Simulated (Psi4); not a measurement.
# SiH2 (SMILES [SiH2]): M06-L/aug-cc-pVTZ

What is the vertical electron affinity of SiH2 at M06-L/aug-cc-pVTZ? 

Program for the calculation: Psi4 1.11.

2 further runs of the same task are left out: 2 set aside as unsound or not needed.

### 1 The system as given

SiH2: 3 atoms, total charge 0, spin state singlet. SMILES: `[SiH2]`. Geometry: relaxed at PBE0-D4/def2-TZVP.

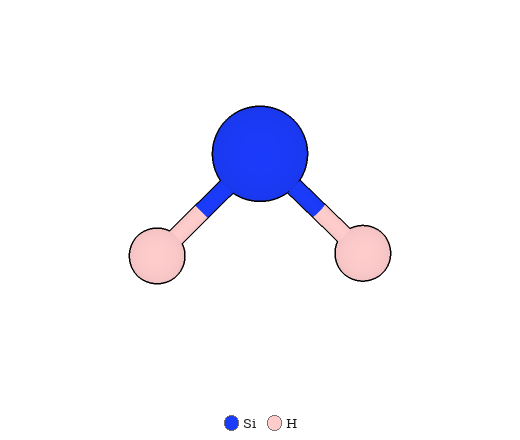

The structure, seen from a chosen angle (silicon blue, hydrogen pink).

### 2 Energy and forces at M06-L/aug-cc-pVTZ

File job.inp:

```
memory 1.6 GB

molecule {
  Si
  H 1 r2
  H 1 r3 2 a3

  r2 = 1.525397
  r3 = 1.525426
  a3 = 91.17418
  units angstrom
  symmetry c1
}

set {
  basis aug-cc-pVTZ
  puream true
  e_convergence 1e-09
  d_convergence 1e-08
  scf_type pk
  dft_radial_points 99
  dft_spherical_points 590
}

e, wfn = gradient("m06-l", return_wfn=True)
oeprop(wfn, "QUADRUPOLE", "WIBERG_LOWDIN_INDICES", "MAYER_INDICES")
print_variables()
```

On the command line:

```
$ psi4 -i job.inp -o job.out -n 1
```

job.out:

```text
[...]
  Running in c1 symmetry.
[...]
  Nuclear repulsion =    9.956245088352896
[...]
  Multiplicity = 1
[...]
  Nalpha       = 8
  Nbeta        = 8
[...]
    Number of basis functions: 96
[...]
   @RKS iter   1:  -290.57912657347111   -3.48599e-01   2.76915e-03 ADIIS/DIIS
[...]
   @RKS iter  10:  -290.61397601971254   -5.40012e-12   5.66383e-09 DIIS
[...]
    Orbital Energies [Eh]
    ---------------------
    Doubly Occupied:
       1A    -65.853979     2A     -5.259107     3A     -3.577014
       4A     -3.565329     5A     -3.562028     6A     -0.475223
       7A     -0.301202     8A     -0.218526
[...]
  @RKS Final Energy:  -290.61397601971254
   => Energetics <=
    Nuclear Repulsion Energy =              9.9562450883528957
    One-Electron Energy =                -421.8679703722363001
    Two-Electron Energy =                 142.8797562588960091
    DFT Exchange-Correlation Energy =     -21.5820069947251305
    Empirical Dispersion Energy =           0.0000000000000000
    VV10 Nonlocal Energy =                  0.0000000000000000
    Total Energy =                       -290.6139760197125383
[...]
  -Total Gradient:
     Atom            X                  Y                   Z
    ------   -----------------  -----------------  -----------------
       1        0.002114800436     0.002063356559    -0.000000000000
       2       -0.000310321651    -0.001847272307     0.000000000000
       3       -0.001861791949    -0.000272174741    -0.000000000000
[...]
 Multipole Moments:
 ------------------------------------------------------------------------------------
     Multipole            Electronic (a.u.)      Nuclear  (a.u.)        Total (a.u.)
 ------------------------------------------------------------------------------------
 L = 1.  Multiply by 2.5417464519 to convert [e a0] to [Debye]
 Dipole X            :          1.2828368           -1.3325372           -0.0497003
 Dipole Y            :          1.2567597           -1.3054798           -0.0487201
 Dipole Z            :          0.0000000            0.0000000            0.0000000
 Magnitude           :                                                    0.0695972
 L = 2.  Multiply by 1.3450342976 to convert [e a0^2] to [Debye ang]
 Quadrupole XX       :        -20.4676377            7.8979555          -12.5696822
 Quadrupole XY       :         -0.1809891           -0.5701092           -0.7510983
[...]
```

It took 20 s on 1 thread of Intel Xeon 6975P-C (Granite Rapids), shared host; peak memory 0.95 GiB.

### 3 The doublet anion, same level

File h2si.xyz:

```xyz
3
H2Si
Si    -0.491200     0.468600    -0.213600
H      0.840300     0.578600     0.522500
H     -0.349100    -1.047200    -0.308900
```

File h2si_ase.py:

```python
import numpy as np
from ase.calculators.psi4 import Psi4
from ase.io import read

mol = read('h2si.xyz')
calc = Psi4(atoms=mol, method='m06-l', basis='aug-cc-pVTZ', memory='1600MB', num_threads=1, charge=-1, multiplicity=2, label='h2si', reference='uks')
calc.psi4.set_options({'puream': True, 'e_convergence': 1e-09, 'd_convergence': 1e-08, 'scf_type': 'pk', 'dft_radial_points': 99, 'dft_spherical_points': 590, 'maxiter': 200})
mol.calc = calc

forces = mol.get_forces()
print(f'energy: {mol.get_potential_energy():.6f} eV')
print('forces / eV A^-1')
print(np.round(forces, 5))
```

On the command line:

```
$ python h2si_ase.py
```

h2si.dat:

```text
[...]
  Running in c1 symmetry.
[...]
  Nuclear repulsion =    9.956246036569164
[...]
  Multiplicity = 2
[...]
  Nalpha       = 9
  Nbeta        = 8
[...]
    Number of basis functions: 96
[...]
   @UKS iter   1:  -290.51581362478368   -2.85286e-01   4.30840e-03 ADIIS/DIIS
[...]
   @UKS iter  13:  -290.65011318517764   -2.38742e-12   7.28341e-09 DIIS
[...]
   @S^2 Observed:                7.571767148E-01
[...]
    Orbital Energies [Eh]
    ---------------------
    Alpha Occupied:
       1A    -65.583260     2A     -4.990451     3A     -3.303383
       4A     -3.299320     5A     -3.296491     6A     -0.245007
       7A     -0.076682     8A      0.003651     9A      0.059989
    Alpha Virtual:
      10A      0.123464    11A      0.146921    12A      0.157562
      13A      0.162357    14A      0.184508    15A      0.218373
      16A      0.229064    17A      0.239365    18A      0.250747
      19A      0.253027    20A      0.255814    21A      0.343949
      22A      0.354028    23A      0.362228    24A      0.365759
      25A      0.401023    26A      0.409212    27A      0.421139
[...]
  @UKS Final Energy:  -290.65011318517764
   => Energetics <=
    Nuclear Repulsion Energy =              9.9562460365691638
    One-Electron Energy =                -425.9918940726537357
    Two-Electron Energy =                 147.1456199596223087
    DFT Exchange-Correlation Energy =     -21.7600851087153515
    Empirical Dispersion Energy =           0.0000000000000000
    VV10 Nonlocal Energy =                  0.0000000000000000
    Total Energy =                       -290.6501131851776449
[...]
 Multipole Moments:
 ------------------------------------------------------------------------------------
     Multipole            Electronic (a.u.)      Nuclear  (a.u.)        Total (a.u.)
 ------------------------------------------------------------------------------------
 L = 1.  Multiply by 2.5417464519 to convert [e a0] to [Debye]
 Dipole X            :         -1.1941476            1.2875349            0.0933873
 Dipole Y            :          1.1392427           -1.2282957           -0.0890529
 Dipole Z            :         -0.5192749            0.5598889            0.0406141
 Magnitude           :                                                    0.1352816
[...]
  -Total Gradient:
     Atom            X                  Y                   Z
    ------   -----------------  -----------------  -----------------
       1        0.002990049729    -0.002845100271     0.001301073078
       2       -0.003696645219    -0.001683325236    -0.002200465631
       3        0.000793646849     0.004445419336     0.000937251685
[...]
```

The script printed:

```text
energy: -7908.992428 eV
forces / eV A^-1
[[-0.15375  0.1463  -0.0669 ]
 [ 0.19009  0.08656  0.11315]
 [-0.04081 -0.22859 -0.0482 ]]
```

Wall time 32 s (1 thread of Intel Xeon 6975P-C (Granite Rapids), shared host); peak memory 1 GiB.

### 4 Results

At M06-L/aug-cc-pVTZ:

| quantity | value |
| --- | --- |
| singlet SiH2: total energy | -290.61398 Eh |
| singlet SiH2: dipole moment | 0.18 D |
| singlet SiH2: HOMO energy | -5.95 eV |
| singlet SiH2: LUMO energy | -3.57 eV |
| singlet SiH2: HOMO–LUMO gap | 2.38 eV |
| singlet SiH2: largest force on an atom | 0.152 eV/Å |
| doublet anion: total energy | -290.65011 Eh |
| doublet anion: HOMO energy (highest over α and β) | 1.63 eV |
| doublet anion: LUMO energy (lowest over α and β) | 2.74 eV |
| doublet anion: ⟨S²⟩ | 0.757 |
| doublet anion: largest force on an atom | 0.238 eV/Å |
| vertical electron affinity (to the doublet anion) | 0.983 eV |

In words: At fixed nuclei the extra electron is bound by 0.98 eV (22.7 kcal/mol). The HOMO (doublet anion) lies at positive energy, 1.63 eV, as semi-local functionals often give for anions; only total energies tell whether the electron is bound.
